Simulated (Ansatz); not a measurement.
**WO3: the relaxed shape and its frontier levels**

Aim: characterise WO3 as a singlet: its structure, frontier levels and distribution of charge.

The runs use Ansatz 0.2.0, Gaussian basis; RKS PBE0-D4/def2-TZVP.

Plan: relaxation at PBE-D4/def2-TZVP; a search for the lowest solution at PBE0-D4/def2-SVP; a single point at PBE0-D4/def2-TZVP.

### Step 1. The system as given

4 atoms, charge 0, spin multiplicity 1.

Atoms are counted from 1 here; the program's logs count them from 0.

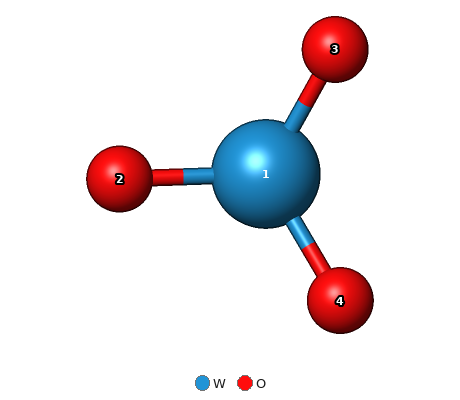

As it starts; tungsten blue, oxygen red; atoms are numbered from 1 in the order of the file.

Geometry (Å):

```xyz
4
charge 0, multiplicity 1
W    -0.0023    0.0017    0.2531
O     1.7017   -0.0285   -0.0707
O    -0.8254    1.4865   -0.1017
O    -0.8740   -1.4596   -0.0807
```

Formally the metal is d0. W takes a core potential in the def2 sets. No spin-orbit coupling is included.

The start is a GFN2-xTB geometry.

### Step 2. Relaxation at PBE-D4/def2-TZVP

in.yaml reads:

```yaml
crystal:
  periodic: [false, false, false]
  atoms:
    - {symbol: W, position_ang: [-0.002290, 0.001670, 0.253080]}
    - {symbol: O, position_ang: [1.701700, -0.028520, -0.070750]}
    - {symbol: O, position_ang: [-0.825400, 1.486450, -0.101670]}
    - {symbol: O, position_ang: [-0.874010, -1.459590, -0.080670]}
basis:
  gaussian: {orbitals: def2-TZVP}
hamiltonian: {xc: pbe, dispersion: d4}
scf: {lower_state_search: "off"}
output: {orbitals: {seedname: orbitals}}
relax: {f_tol: 0.02, max_steps: 100}
```

Run with:

```
$ ansatz run in.yaml --threads 4 --pin off --events-out ev --progress --plain --max-ram 3916MiB
```

The log of the run (excerpt; [...] marks lines left out):

```text
Functional definition: PBE
  name "PBE"
  cite "Perdew, Burke & Ernzerhof, Phys. Rev. Lett. 77, 3865 (1996) doi:10.1103/PhysRevLett.77.3865"
  parent pbe
[...]
777 factors; their error is unknown
[...]
mean field -7966.82545877 eV, -292.7754355016 hartree, gradient 1.9e-6 eV, S^2 0.000000; 0 other end points of the search recorded, 0 dependent functions left out
[...]
reference -7966.82549417 eV, -292.7754368023 hartree; 19, 19 occupied and 114, 114 virtual orbitals, 777 factors
relax step   1: F+E_penalty+E_count = -7966.91124774 eV  Δ(F+E_penalty+E_count) = +0.000e0 eV  max|allowed force component| = 2.507e0 eV/Å  Δτ_max = 0.0000 Å  (21 SCF iters, accepted)
[...]
relax step   4: F+E_penalty+E_count = -7967.41802091 eV  Δ(F+E_penalty+E_count) = -2.546e-2 eV  max|allowed force component| = 1.230e-1 eV/Å  Δτ_max = 0.0308 Å  (26 SCF iters, accepted)
[...]
relax step   5: F+E_penalty+E_count = -7967.41843254 eV  Δ(F+E_penalty+E_count) = -4.116e-4 eV  max|allowed force component| = 2.994e-3 eV/Å  Δτ_max = 0.0028 Å  (21 SCF iters, accepted)
Total energy: -7967.41846614 eV, -292.7972281205 hartree
Atom 0 at    -0.003970     0.003621     0.500421 Å, force     0.000207     0.000051    -0.002994 eV/Å
Atom 1 at     1.604508    -0.027564    -0.153909 Å, force    -0.001329     0.000023     0.001038 eV/Å
Atom 2 at    -0.777362     1.400385    -0.183120 Å, force     0.000561    -0.001028     0.001003 eV/Å
Atom 3 at    -0.823177    -1.376432    -0.163401 Å, force     0.000561     0.000954     0.000953 eV/Å
Dipole moment:    -0.009113     0.008305     1.148636 e Å
Checks for a lower state left out: stability, starts, cluster_reference, orbital_swaps, neighbouring_geometries, increment
```

It took 7 s on 4 threads of Arm Neoverse N1, shared host.

Relaxation path:

```csv
step,energy from step 1 (eV),largest force component (eV/Å)
1,0.0000,2.5073
2,-0.3934,1.5450
3,-0.4813,1.4151
4,-0.5068,0.1230
5,-0.5072,0.0030
```

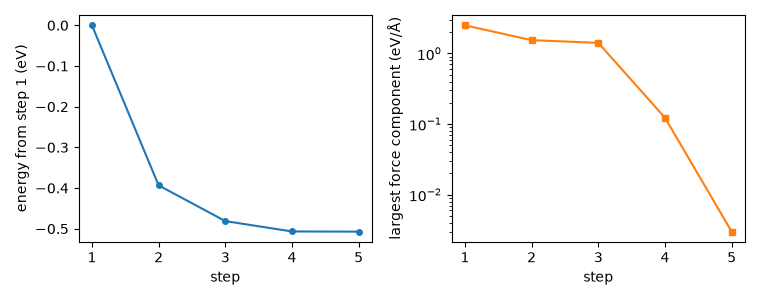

Energy and largest force along the relaxation.

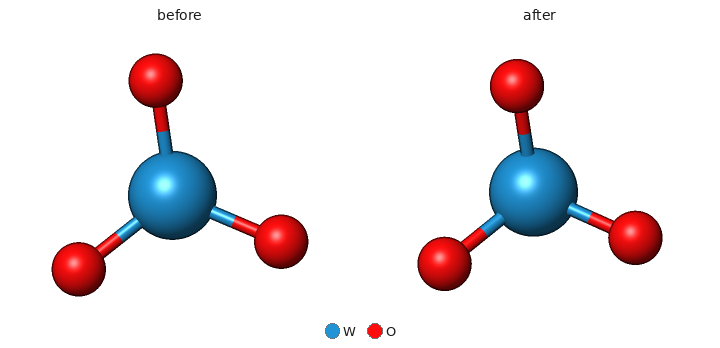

Before and after, at one scale.

Distances of close pairs at the start and the end, largest changes first:

```csv
bond,before (Å),after (Å),change (Å)
W1–O4,1.734,1.737,+0.003
W1–O3,1.734,1.737,+0.002
W1–O2,1.735,1.737,+0.002
```

Bonds by kind at the end (by distance):

```csv
bond,count,shortest (Å),longest (Å)
O–W,3,1.737,1.737
```

### Step 3. Searching for the lowest solution, PBE0-D4/def2-SVP

start.molden holds the orbitals of an earlier run on this state, given as this run's starting guess.

in.yaml reads:

```yaml
crystal:
  periodic: [false, false, false]
  atoms:
    - {symbol: W, position_ang: [-0.003970, 0.003621, 0.500421]}
    - {symbol: O, position_ang: [1.604508, -0.027564, -0.153909]}
    - {symbol: O, position_ang: [-0.777362, 1.400385, -0.183120]}
    - {symbol: O, position_ang: [-0.823177, -1.376432, -0.163401]}
basis:
  gaussian: {orbitals: def2-SVP, initial_orbitals: start.molden}
hamiltonian: {xc: pbe0, dispersion: d4}
output: {orbitals: {seedname: orbitals}}
```

Launched as before.

The log of the run:

```text
Functional definition: PBE0
  name "PBE0"
  cite "Adamo & Barone, J. Chem. Phys. 110, 6158 (1999) doi:10.1063/1.478522"
  cite "Perdew, Burke & Ernzerhof, Phys. Rev. Lett. 77, 3865 (1996) doi:10.1103/PhysRevLett.77.3865"
  parent pbe
  parameter a = 0.25
  parameter kappa = 0.804
  parameter beta = 0.06672455060314922
  exchange = (1 - a)*pbe_x(kappa = kappa, mu = beta*pi^2/3) + a*exact_x
  correlation = pbe_c(beta = beta)
776 factors; their error is unknown
mean field evaluation 1: about -7956.1437 eV, gradient 2.2e1 eV
mean field evaluation 2: about -7956.4324 eV, gradient 4.6e-1 eV
mean field evaluation 4: about -7956.5068 eV, gradient 1.3e-1 eV
mean field evaluation 8: about -7677.8376 eV, gradient 3.4e2 eV
mean field evaluation 16: about -7956.5068 eV, gradient 1.2e-1 eV
mean field -7956.50685774 eV, -292.3962339080 hartree, gradient 2.9e-5 eV, S^2 0.000000; 1 other end points of the search recorded, 0 dependent functions left out
reference -7956.50689918 eV, -292.3962354307 hartree; 19, 19 occupied and 55, 55 virtual orbitals, 776 factors
Total energy: -7956.58026338 eV, -292.3989315154 hartree
```

Wall time 1.5 s (4 threads of Arm Neoverse N1, shared host).

From the report: HOMO -8.81 eV, LUMO -4.69 eV.

### Step 4. Single point, PBE0-D4/def2-TZVP

in.yaml: that of step 3 with these lines changed.

```diff
@@ -8,4 +8,5 @@
 basis:
-  gaussian: {orbitals: def2-SVP, initial_orbitals: start.molden}
+  gaussian: {orbitals: def2-TZVP, initial_orbitals: start.molden}
 hamiltonian: {xc: pbe0, dispersion: d4}
-output: {orbitals: {seedname: orbitals}}
+scf: {omitted_lower_state_checks: [starts]}
+output: {forces: true, orbitals: {seedname: orbitals}}
```

Launched as before.

The log of the run (excerpt; [...] marks lines left out):

```text
Functional definition: PBE0
  name "PBE0"
  cite "Adamo & Barone, J. Chem. Phys. 110, 6158 (1999) doi:10.1063/1.478522"
  cite "Perdew, Burke & Ernzerhof, Phys. Rev. Lett. 77, 3865 (1996) doi:10.1103/PhysRevLett.77.3865"
  parent pbe
[...]
853 factors; their error is unknown
[...]
mean field -7964.49604019 eV, -292.6898309475 hartree, gradient 5.8e-6 eV, S^2 0.000000; 0 other end points of the search recorded, 0 dependent functions left out
[...]
reference -7964.49606593 eV, -292.6898318935 hartree; 19, 19 occupied and 114, 114 virtual orbitals, 853 factors
Total energy: -7964.56943013 eV, -292.6925279782 hartree
Atom 0 at    -0.003970     0.003621     0.500421 Å, force     0.015974    -0.014413    -2.007002 eV/Å
Atom 1 at     1.604508    -0.027564    -0.153909 Å, force    -1.143992     0.023553     0.659853 eV/Å
Atom 2 at    -0.777362     1.400385    -0.183120 Å, force     0.547762    -0.990665     0.680601 eV/Å
Atom 3 at    -0.823177    -1.376432    -0.163401 Å, force     0.580256     0.981525     0.666548 eV/Å
Dipole moment:    -0.009868     0.008994     1.244318 e Å
Checks for a lower state left out: starts
```

It took 2.3 s on 4 threads of Arm Neoverse N1, shared host.

From the report: HOMO -8.84 eV, LUMO -4.88 eV.

Mulliken charges, from this run's orbitals:

```csv
atom,value (e)
W1,1.42
O2,-0.47
O3,-0.47
O4,-0.47
```

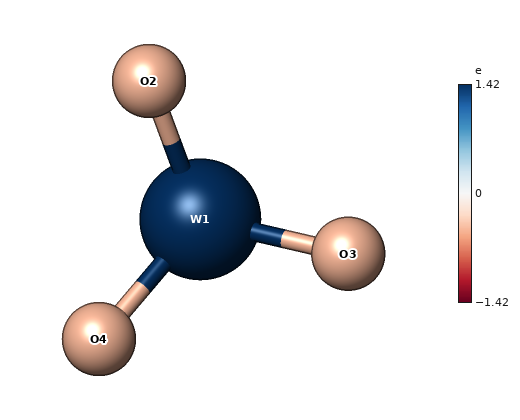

Mulliken charges, from this run's orbitals, as colours on the atoms.

Largest Mayer bond orders: W1–O2 2.01; W1–O3 2.01; W1–O4 2.01.

The fields below are evaluated on a grid from the run's orbitals.

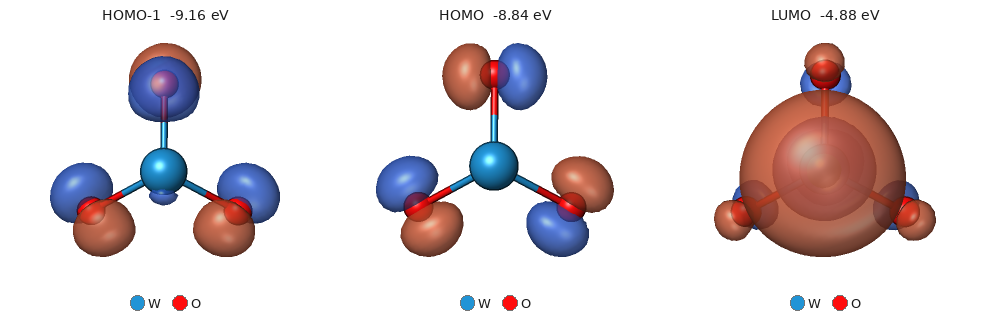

Frontier orbitals at PBE0-D4/def2-TZVP; each surface holds 70 % of the orbital's density, blue and red mark the sign.

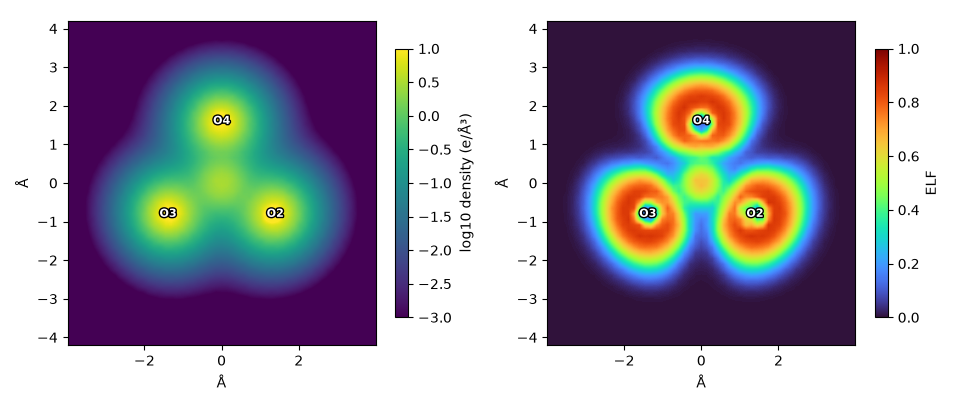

Density (left) and ELF (right) in a plane through or near 3 of the atoms.

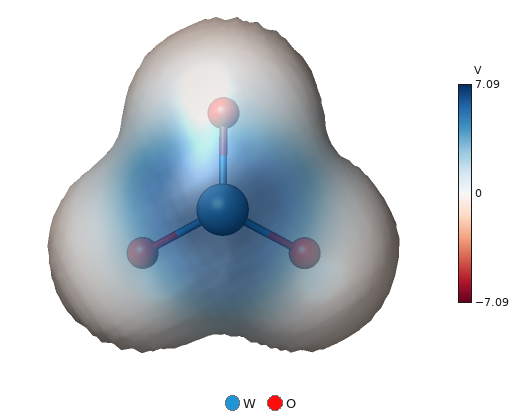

Electrostatic potential on the surface of density 0.002 e/bohr³; red is low, blue high. It runs, from the 1st to the 99th percentile, from -1.41 V near O4 to 7.09 V near W1.

### Step 5. Summary of results

| quantity | value |
| --- | --- |
| point group | C3v |
| near neighbours of the metal | O 1.74, O 1.74, O 1.74 Å |
| HOMO, LUMO at PBE0-D4/def2-TZVP | -8.84, -4.88 eV |
| charge on the metal (Mulliken, PBE0-D4/def2-TZVP) | +1.42 e |
| dipole at PBE-D4/def2-TZVP | 5.52 D |

The molecule keeps its bonding pattern by the stored test; the atoms moved 0.17 Å (rms). The Mulliken charge of the metal, +1.42 e, depends on the basis and isn't its oxidation state. No usable vibrations, so a minimum isn't proven. The HOMO lies nearest to O2, O3, O4 about 33 % each and the LUMO to W1 77 %; O2, O3, O4 about 8 % each. Whether this spin is the lowest isn't tested here.
